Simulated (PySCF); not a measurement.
## C$_{2}$H$_{5}$NSSi: energy and gradient calculation

- system: C$_{2}$H$_{5}$NSSi
- method: PBE/6-31G*, RKS (PySCF 2.14.0)

The geometry comes from this level: GFN2-xTB. Figures and captions count atoms from 1; the log counts them from 0 in places.

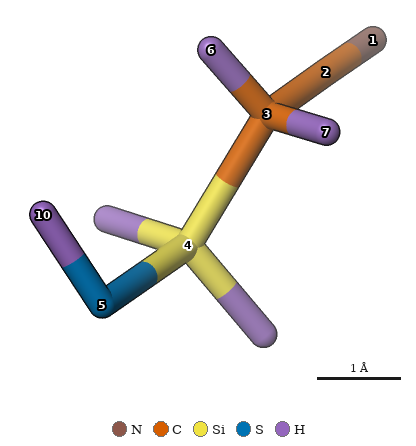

Fig. 1: The structure as given in the input (stick view, seen at a tilt; atoms are numbered from 1 in the order of the input). Bond lengths as drawn: C–C 1.43 Å, C–H 1.09 Å, C–N 1.14 Å, C–Si 1.92 Å, H–S 1.33 Å, H–Si 1.45 to 1.46 Å and S–Si 2.15 Å.

## Key numbers

| quantity | value |
| --- | --- |
| outcome | converged |
| total energy | −821.123465 hartree |
| basis functions | 88 |
| largest force | 3.936 eV/Å |
| HOMO | −6.44 eV |
| LUMO | −0.88 eV |
| dipole moment | 2.73 D |
| hardware | 1 thread of Arm Neoverse V2, 24 GiB of memory available, shared host |
| wall time | 35 s |
| peak memory | 0.86 GiB |

## The input (input.py)
```python
# N#CC[SiH2]S
import pyscf.grad
from pyscf import gto, dft

mol = gto.M(
    atom='''
N        0.060360      -2.581820       1.626500
C        0.344870      -1.579850       1.153890
C        0.670830      -0.323780       0.555970
Si      -0.848660       0.364420      -0.390100
S       -0.298530       2.255930      -1.254610
H        1.521270      -0.468170      -0.114660
H        0.977660       0.368690       1.343790
H       -1.220230      -0.551490      -1.461970
H       -1.928280       0.696230       0.523060
H        0.720690       1.819840      -1.981880
''',
    basis='6-31g*',
    charge=0,
    verbose=4,
    max_memory=1860,
    spin=0,
)

mf = dft.RKS(mol)
mf.xc = 'pbe'
mf.conv_tol = 1e-10
mf.grids.level = 5
mf.kernel()
if not mf.converged:
    mf = mf.newton().run(mf.mo_coeff, mf.mo_occ)

etot = mf.e_tot
print(f'total energy: {etot:.8f} hartree')
grad = mf.Gradients().kernel()
mf.analyze()
```

Command:
```bash
OMP_NUM_THREADS=1 python input.py
```

## Log
```
PySCF version 2.14.0

[INPUT] num. atoms = 10
[INPUT] num. electrons = 54
[INPUT] charge = 0
[INPUT] spin (= nelec alpha-beta = 2S) = 0
[INPUT] symmetry False subgroup None
[INPUT] Mole.unit = angstrom
[INPUT] Symbol           X                Y                Z      unit          X                Y                Z       unit  Magmom
[INPUT]  1 N      0.060360000000  -2.581820000000   1.626500000000 AA    0.114063868879  -4.878932702925   3.073639541605 Bohr   0.0
[INPUT]  2 C      0.344870000000  -1.579850000000   1.153890000000 AA    0.651709848579  -2.985483817894   2.180536077874 Bohr   0.0
[INPUT]  3 C      0.670830000000  -0.323780000000   0.555970000000 AA    1.267684976142  -0.611855524612   1.050631033474 Bohr   0.0
[INPUT]  4 Si    -0.848660000000   0.364420000000  -0.390100000000 AA   -1.603734972873   0.688653994314  -0.737182161193 Bohr   0.0
[INPUT]  5 S     -0.298530000000   2.255930000000  -1.254610000000 AA   -0.564139939966   4.263089856190  -2.370869293141 Bohr   0.0
[INPUT]  6 H      1.521270000000  -0.468170000000  -0.114660000000 AA    2.874783661517  -0.884713079738  -0.216675997443 Bohr   0.0
[INPUT]  7 H      0.977660000000   0.368690000000   1.343790000000 AA    1.847509642942   0.696723124866   2.539395068929 Bohr   0.0
[INPUT]  8 H     -1.220230000000  -0.551490000000  -1.461970000000 AA   -2.305900508978  -1.042165060436  -2.762722902330 Bohr   0.0
[INPUT]  9 H     -1.928280000000   0.696230000000   0.523060000000 AA   -3.643921091476   1.315684019706   0.988440146715 Bohr   0.0
[INPUT] 10 H      0.720690000000   1.819840000000  -1.981880000000 AA    1.361906720713   3.438999190528  -3.745210411753 Bohr   0.0

nuclear repulsion = 244.290711701383
number of shells = 44
number of NR pGTOs = 203
number of NR cGTOs = 88
basis = 6-31g*
ecp = {}

******** <class 'pyscf.dft.rks.RKS'> ********
method = RKS
initial guess = minao
damping factor = 0
level_shift factor = 0
DIIS = <class 'pyscf.scf.diis.CDIIS'>
diis_start_cycle = 1
diis_space = 8
diis_damp = 0
SCF conv_tol = 1e-10
SCF conv_tol_grad = None
SCF max_cycles = 50
direct_scf = True
direct_scf_tol = 1e-13
XC library pyscf.dft.libxc version 7.0.0
    S. Lehtola, C. Steigemann, M. J.T. Oliveira, and M. A.L. Marques.,  SoftwareX 7, 1–5 (2018)
XC functionals = pbe
    J. P. Perdew, K. Burke, and M. Ernzerhof.,  Phys. Rev. Lett. 77, 3865 (1996)
    J. P. Perdew, K. Burke, and M. Ernzerhof.,  Phys. Rev. Lett. 78, 1396 (1997)
    J. P. Perdew, K. Burke, and M. Ernzerhof.,  Phys. Rev. Lett. 77, 3865 (1996)
    J. P. Perdew, K. Burke, and M. Ernzerhof.,  Phys. Rev. Lett. 78, 1396 (1997)
radial grids:
    Treutler-Ahlrichs [JCP 102, 346 (1995); DOI:10.1063/1.469408] (M4) radial grids

becke partition: Becke, JCP 88, 2547 (1988); DOI:10.1063/1.454033
pruning grids: <function nwchem_prune>
grids dens level: 5
symmetrized grids: False
atomic radii adjust function: <function treutler_atomic_radii_adjust>
small_rho_cutoff = 0
Set gradient conv threshold to 1e-05
Initial guess from minao.
tot grids = 332376
init E= -821.487866978974
  HOMO = -0.285832121814293  LUMO = -0.0653500959708277  gap/eV = 5.99962
cycle= 1 E= -821.051666405842  delta_E= 0.436  |g|= 0.504  |ddm|= 3.24
  HOMO = -0.177584708587621  LUMO = -0.0276554965000302  gap/eV = 4.07978
cycle= 2 E= -820.791520791346  delta_E= 0.26  |g|= 1.13  |ddm|= 1.92
  HOMO = -0.220176988191953  LUMO = -0.0229888211330054  gap/eV = 5.36576
cycle= 3 E= -821.096342748454  delta_E= -0.305  |g|= 0.333  |ddm|= 1.38
  HOMO = -0.237006100599785  LUMO = -0.0310595613969666  gap/eV = 5.60409
cycle= 4 E= -821.123134498905  delta_E= -0.0268  |g|= 0.0323  |ddm|= 0.302
  HOMO = -0.236600605170141  LUMO = -0.0334051443531393  gap/eV = 5.52923
cycle= 5 E= -821.123393409628  delta_E= -0.000259  |g|= 0.0151  |ddm|= 0.0616
  HOMO = -0.236793613650709  LUMO = -0.0324674578719435  gap/eV = 5.56000
cycle= 6 E= -821.123463570787  delta_E= -7.02e-05  |g|= 0.00215  |ddm|= 0.023
  HOMO = -0.236601847925884  LUMO = -0.0323965587112762  gap/eV = 5.55671
cycle= 7 E= -821.12346514108  delta_E= -1.57e-06  |g|= 0.000387  |ddm|= 0.00401
  HOMO = -0.236629986639552  LUMO = -0.0324087107094857  gap/eV = 5.55714
cycle= 8 E= -821.123465187393  delta_E= -4.63e-08  |g|= 0.000104  |ddm|= 0.000712
  HOMO = -0.236619555758093  LUMO = -0.0324026513108837  gap/eV = 5.55703
cycle= 9 E= -821.12346519098  delta_E= -3.59e-09  |g|= 1.79e-05  |ddm|= 0.000173
  HOMO = -0.236619728493944  LUMO = -0.0324042598035388  gap/eV = 5.55699
cycle= 10 E= -821.123465191046  delta_E= -6.53e-11  |g|= 9.26e-06  |ddm|= 3.54e-05
  HOMO = -0.236621604968047  LUMO = -0.0324036031262391  gap/eV = 5.55705
```

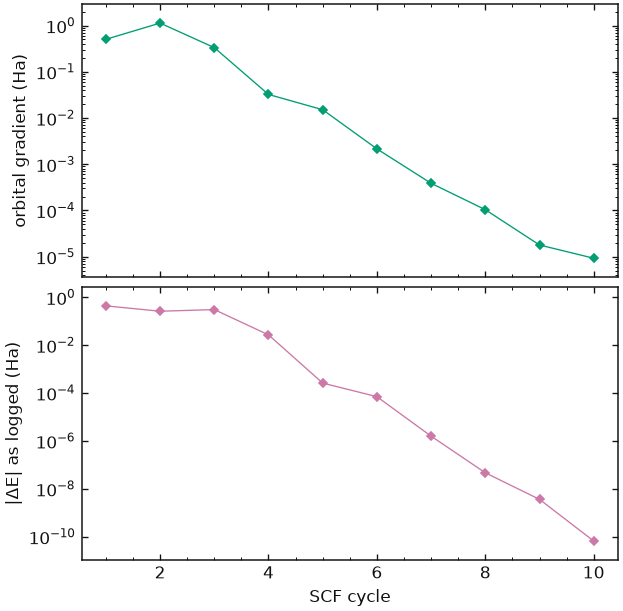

Fig. 2: Convergence of the self-consistent field: orbital gradient and size of the energy change against the SCF cycle. The residual comes down, with one marked jump up, by a factor of about 2, at step 2.

```
Extra cycle  E= -821.123465191001  delta_E= 4.46e-11  |g|= 1.47e-05  |ddm|= 3.7e-05
converged SCF energy = -821.123465191001
total energy: -821.12346519 hartree

******** <class 'pyscf.grad.rks.Gradients'> for <class 'pyscf.dft.rks.RKS'> ********
unit = Eh/Bohr
grid_response = False
--------------- RKS gradients ---------------
         x                y                z
0 N     0.0199768680     0.0670063616    -0.0311473109
1 C    -0.0146034260    -0.0469083626     0.0217896625
2 C     0.0038561759    -0.0046684027     0.0028512912
3 Si    -0.0199615932    -0.0103141302     0.0042576115
4 S     0.0142345059    -0.0134405325    -0.0096905239
5 H    -0.0054555178    -0.0023512731     0.0067991910
6 H    -0.0016931242    -0.0082258340    -0.0028767431
7 H     0.0050868811     0.0121464188     0.0069571201
8 H     0.0119447658    -0.0008420353    -0.0093540896
9 H    -0.0133889728     0.0075950535     0.0104136180
----------------------------------------------
**** SCF Summaries ****
Total Energy =                        -821.123465191000946
Nuclear Repulsion Energy =             244.290711701382747
One-electron Energy =                -1616.374710094272814
Two-electron Energy =                  550.960533201889120
Two-electron Coulomb Energy =          616.704862066091664
DFT Exchange-Correlation Energy =      -65.744328864202586
HOMO-LUMO gap [eV] =                     5.557054880350497
**** MO energy ****
MO #1   energy= -88.0487950819127  occ= 2
MO #2   energy= -65.4449573896868  occ= 2
MO #3   energy= -13.991839610332   occ= 2
MO #4   energy= -9.94030356673611  occ= 2
MO #5   energy= -9.9318361489452   occ= 2
MO #6   energy= -7.68086247145373  occ= 2
MO #7   energy= -5.70334014864645  occ= 2
MO #8   energy= -5.69930197791714  occ= 2
MO #9   energy= -5.69308101811463  occ= 2
MO #10  energy= -5.09273350079961  occ= 2
MO #11  energy= -3.50516733166923  occ= 2
MO #12  energy= -3.50282656989894  occ= 2
MO #13  energy= -3.50190684873588  occ= 2
MO #14  energy= -0.828058639418262 occ= 2
MO #15  energy= -0.715951812854393 occ= 2
MO #16  energy= -0.683728306559183 occ= 2
MO #17  energy= -0.504836958641647 occ= 2
MO #18  energy= -0.467711391087316 occ= 2
MO #19  energy= -0.434369279313507 occ= 2
MO #20  energy= -0.39570046238086  occ= 2
MO #21  energy= -0.359200655815857 occ= 2
MO #22  energy= -0.339060866155698 occ= 2
MO #23  energy= -0.309712028032247 occ= 2
MO #24  energy= -0.299738979303236 occ= 2
MO #25  energy= -0.29186194823814  occ= 2
MO #26  energy= -0.278047788864061 occ= 2
MO #27  energy= -0.236621604968047 occ= 2
MO #28  energy= -0.0324036031262391 occ= 0
MO #29  energy= -0.0164774228301328 occ= 0
MO #30  energy= -0.00344716469081607 occ= 0
MO #31  energy= 0.00328059739965747 occ= 0
MO #32  energy= 0.0303792003181695 occ= 0
MO #33  energy= 0.0501746817292372 occ= 0
MO #34  energy= 0.0586994579874203 occ= 0
MO #35  energy= 0.102772220839953  occ= 0
MO #36  energy= 0.108755519085855  occ= 0
MO #37  energy= 0.123441821387446  occ= 0
MO #38  energy= 0.194742857848088  occ= 0
MO #39  energy= 0.19909482944234   occ= 0
MO #40  energy= 0.219889866860672  occ= 0
MO #41  energy= 0.258951901152327  occ= 0
MO #42  energy= 0.282416214198245  occ= 0
MO #43  energy= 0.32079872558243   occ= 0
MO #44  energy= 0.329572238806841  occ= 0
MO #45  energy= 0.3806687269201    occ= 0
MO #46  energy= 0.43880901492777   occ= 0
MO #47  energy= 0.456728633291096  occ= 0
MO #48  energy= 0.488424553326755  occ= 0
MO #49  energy= 0.535881760362755  occ= 0
MO #50  energy= 0.558862820236645  occ= 0
MO #51  energy= 0.566166873124308  occ= 0
MO #52  energy= 0.609853414153597  occ= 0
MO #53  energy= 0.625870584909881  occ= 0
MO #54  energy= 0.648719128185888  occ= 0
MO #55  energy= 0.653504947768216  occ= 0
MO #56  energy= 0.682024548969871  occ= 0
MO #57  energy= 0.686875082636057  occ= 0
MO #58  energy= 0.727922247842187  occ= 0
MO #59  energy= 0.750345776959352  occ= 0
MO #60  energy= 0.76933581966143   occ= 0
MO #61  energy= 0.774572003026466  occ= 0
MO #62  energy= 0.789353944606817  occ= 0
MO #63  energy= 0.837863792771446  occ= 0
MO #64  energy= 0.839843411960884  occ= 0
MO #65  energy= 0.860992617177768  occ= 0
MO #66  energy= 0.864937180730839  occ= 0
MO #67  energy= 1.00253732537022   occ= 0
MO #68  energy= 1.03694600170382   occ= 0
MO #69  energy= 1.07267537625803   occ= 0
MO #70  energy= 1.119451546891     occ= 0
MO #71  energy= 1.17250744373251   occ= 0
MO #72  energy= 1.35812178058454   occ= 0
MO #73  energy= 1.38506374265922   occ= 0
MO #74  energy= 1.40499815553919   occ= 0
MO #75  energy= 1.45091182487393   occ= 0
MO #76  energy= 1.4577045620666    occ= 0
MO #77  energy= 1.66137974888533   occ= 0
MO #78  energy= 1.84576826418878   occ= 0
MO #79  energy= 1.8476028852326    occ= 0
MO #80  energy= 1.88745112933039   occ= 0
MO #81  energy= 1.9130464842141    occ= 0
MO #82  energy= 2.05200107736071   occ= 0
MO #83  energy= 2.13503969407766   occ= 0
MO #84  energy= 2.17635946908107   occ= 0
MO #85  energy= 2.69705683935768   occ= 0
MO #86  energy= 2.71024159037969   occ= 0
MO #87  energy= 2.72369658695616   occ= 0
MO #88  energy= 3.22194409086505   occ= 0
 ** Mulliken pop on meta-lowdin orthogonal AOs  **
 ** Mulliken pop  **
pop of  0 N 1s            1.99988
pop of  0 N 2s            1.56543
pop of  0 N 3s            0.01576
pop of  0 N 2px           1.10351
pop of  0 N 2py           1.37135
pop of  0 N 2pz           1.13422
pop of  0 N 3px           0.00102
pop of  0 N 3py           0.00273
pop of  0 N 3pz           0.00111
pop of  0 N 3dxy          0.00287
pop of  0 N 3dyz          0.00444
pop of  0 N 3dz^2         0.00163
pop of  0 N 3dxz          0.00077
pop of  0 N 3dx2-y2       0.00403
pop of  1 C 1s            1.99984
pop of  1 C 2s            0.92575
pop of  1 C 3s            0.01267
pop of  1 C 2px           0.96996
pop of  1 C 2py           1.00782
pop of  1 C 2pz           0.97411
pop of  1 C 3px           0.00350
pop of  1 C 3py           0.01749
pop of  1 C 3pz           0.00558
pop of  1 C 3dxy          0.00146
pop of  1 C 3dyz          0.00152
pop of  1 C 3dz^2         0.00076
pop of  1 C 3dxz          0.00045
pop of  1 C 3dx2-y2       0.00128
pop of  2 C 1s            1.99984
pop of  2 C 2s            1.03300
pop of  2 C 3s            0.00244
pop of  2 C 2px           1.17829
pop of  2 C 2py           1.06535
pop of  2 C 2pz           1.14469
pop of  2 C 3px           0.00292
pop of  2 C 3py           0.00408
pop of  2 C 3pz           0.00260
pop of  2 C 3dxy          0.00060
pop of  2 C 3dyz          0.00134
pop of  2 C 3dz^2         0.00051
pop of  2 C 3dxz          0.00119
pop of  2 C 3dx2-y2       0.00115
pop of  3 Si 1s           2.00000
pop of  3 Si 2s           1.99979
pop of  3 Si 3s           1.08221
pop of  3 Si 4s           0.00626
pop of  3 Si 2px          1.99982
pop of  3 Si 2py          1.99980
pop of  3 Si 2pz          1.99982
pop of  3 Si 3px          0.76728
pop of  3 Si 3py          0.69720
pop of  3 Si 3pz          0.81014
pop of  3 Si 4px          0.01197
pop of  3 Si 4py          0.01693
pop of  3 Si 4pz          0.01355
pop of  3 Si 3dxy         0.00751
pop of  3 Si 3dyz         0.01229
pop of  3 Si 3dz^2        0.00371
pop of  3 Si 3dxz         0.00990
pop of  3 Si 3dx2-y2      0.00732
pop of  4 S 1s            2.00000
pop of  4 S 2s            1.99979
pop of  4 S 3s            1.71676
pop of  4 S 4s            0.00453
pop of  4 S 2px           1.99986
pop of  4 S 2py           1.99986
pop of  4 S 2pz           1.99988
pop of  4 S 3px           1.43298
pop of  4 S 3py           1.49703
pop of  4 S 3pz           1.58559
pop of  4 S 4px           0.00975
pop of  4 S 4py           0.00233
pop of  4 S 4pz           0.00784
pop of  4 S 3dxy          0.00468
pop of  4 S 3dyz          0.00447
pop of  4 S 3dz^2         0.00119
pop of  4 S 3dxz          0.00498
pop of  4 S 3dx2-y2       0.00506
pop of  5 H 1s            0.83757
pop of  5 H 2s            0.00851
pop of  6 H 1s            0.83061
pop of  6 H 2s            0.00892
pop of  7 H 1s            1.06367
pop of  7 H 2s            0.00440
pop of  8 H 1s            1.05044
pop of  8 H 2s            0.00410
pop of  9 H 1s            0.89235
pop of  9 H 2s            0.00843
 ** Mulliken atomic charges  **
charge of    0N =     -0.20875
charge of    1C =      0.07781
charge of    2C =     -0.43800
charge of    3Si =      0.55452
charge of    4S =     -0.27660
charge of    5H =      0.15392
charge of    6H =      0.16048
charge of    7H =     -0.06807
charge of    8H =     -0.05454
charge of    9H =      0.09922
Dipole moment(X, Y, Z, Debye):  1.33268,  1.81967, -1.53412
```

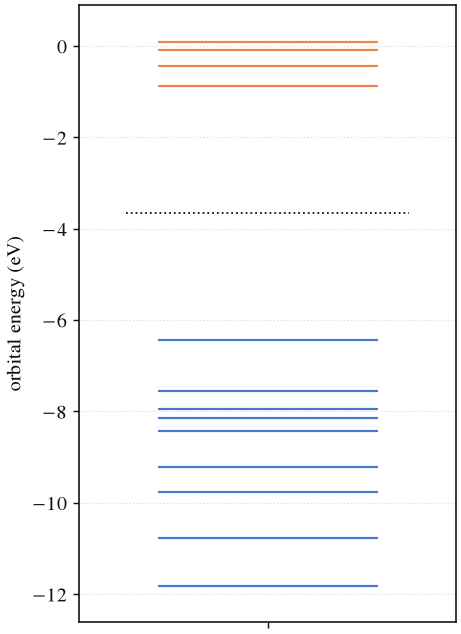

Fig. 3: Orbital energies near the frontier; the dotted line parts filled from empty levels, and levels within 0.02 eV of each other stand side by side. Highest filled −6.44 eV, lowest empty −0.88 eV, 5.56 eV apart.
